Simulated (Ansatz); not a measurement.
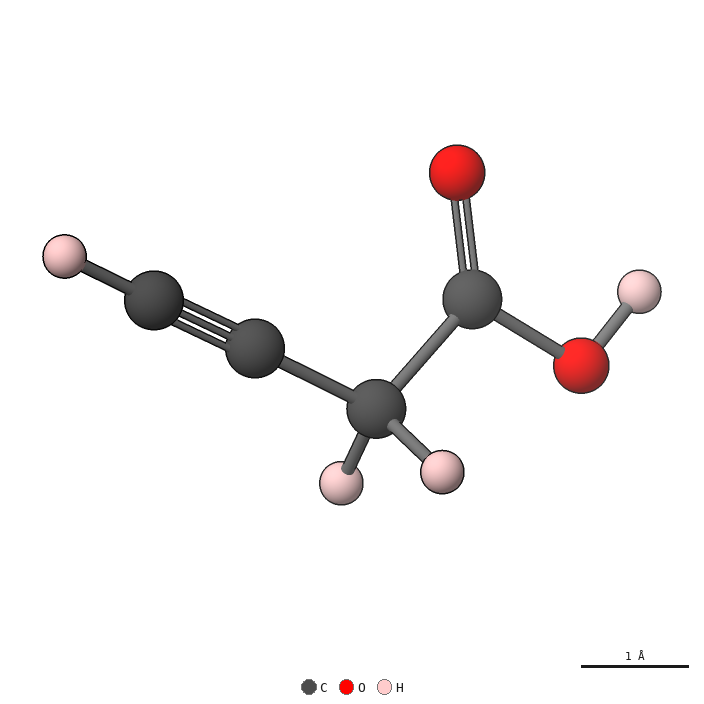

A ball-and-stick model of a molecule. Multiple sticks mark multiple bonds (one Kekulé form).

Computed geometry: PBE0-D4/def2-TZVP optimisation.

Question: What is the molecular formula?

Answer: C4H4O2, 10 atoms: 4 carbon, 4 hydrogen and 2 oxygen.

Question: Write the SMILES.

Answer: C#CCC(=O)O

Question: How many atoms are distinct by symmetry?

Answer: 9: 1 C, 1 C, 1 C, 1 C, 1 O, 1 O, 1 H, 2 H, 1 H.

Question: Describe its rings.

Answer: It has no ring.

More results for the same structure follow; atom numbers are the same in all pictures, views and colours differ.

## Shape

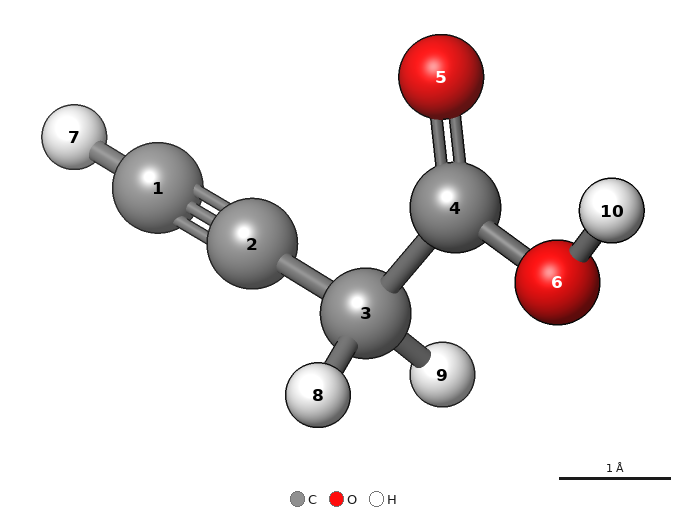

Numbered structure.

Give these bond angles: C2–C1–H7, C1–C2–C3, C2–C3–C4, C2–C3–H8, C4–C3–H8, C3–C4–O5, C3–C4–O6, O5–C4–O6, C4–O6–H10.

```
    angle  degrees
 C2–C1–H7    179.4
 C1–C2–C3    179.1
 C2–C3–C4    114.2
 C2–C3–H8    110.8
 C4–C3–H8    107.5
 C3–C4–O5    126.8
 C3–C4–O6    109.7
 O5–C4–O6    123.5
C4–O6–H10    106.7
```

## Electronic properties

Properties computed with RKS PBE0-D4/def2-QZVPP (Ansatz 0.2.0).

Question: Estimate the LUMO energy (Kohn–Sham orbital).

Answer: −0.07 eV.

Question: What is the HOMO energy (Kohn–Sham orbital)?

Answer: −8.04 eV.

Question: Give the dispersion correction at this level.

Answer: −15.0 kJ/mol.

## Vibrations

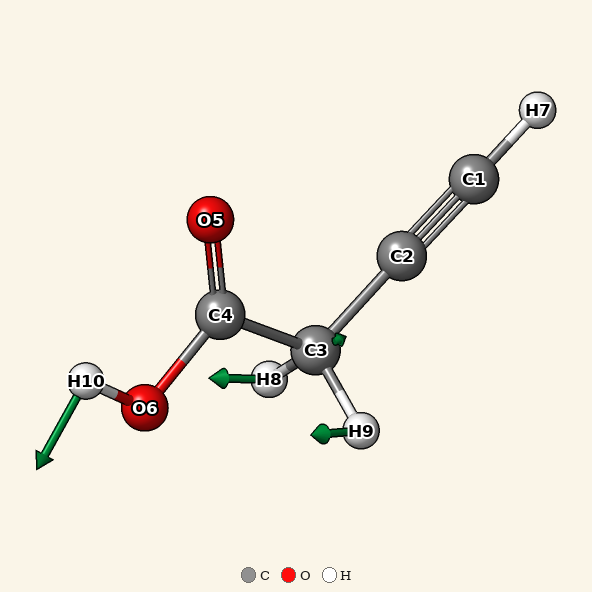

The arrows show one normal mode. Harmonic vibrations computed with RKS PBE0-D4/def2-TZVP (Ansatz 0.2.0) at a stationary point of the same level.

Question: What kind of motion is it?

Answer: Mostly angle bending.

Question: Estimate its harmonic wavenumber.

Answer: 1299 cm⁻¹; it is mode 16 of 24 counted from the lowest.

## Charges

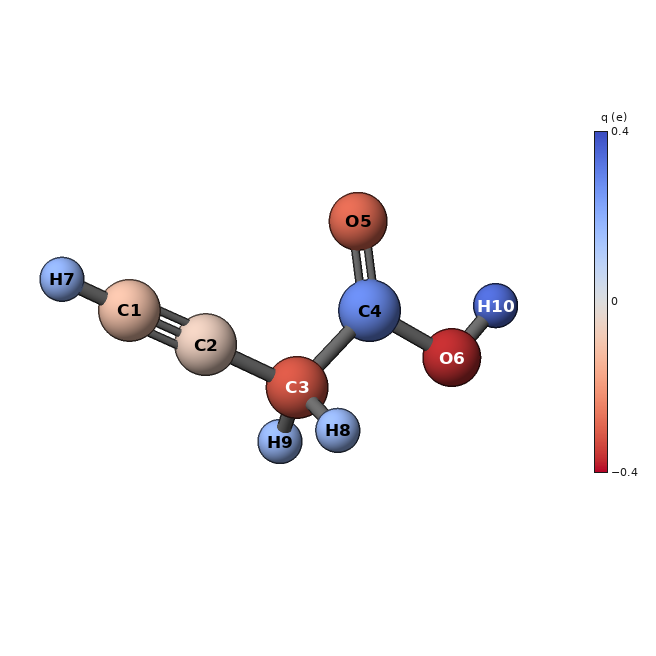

Atoms are coloured by their Mulliken charges. Properties computed with RKS PBE0-D4/def2-TZVP (Ansatz 0.2.0).

List the Mulliken charges.

```json
{"atom": "C1", "value (e)": "−0.10"}
{"atom": "C2", "value (e)": "−0.06"}
{"atom": "C3", "value (e)": "−0.31"}
{"atom": "C4", "value (e)": "0.28"}
{"atom": "O5", "value (e)": "−0.28"}
{"atom": "O6", "value (e)": "−0.36"}
{"atom": "H7", "value (e)": "0.18"}
{"atom": "H8", "value (e)": "0.16"}
{"atom": "H9", "value (e)": "0.16"}
{"atom": "H10", "value (e)": "0.33"}
```

Mulliken values depend strongly on the basis set and can even reverse the polarity of a bond.
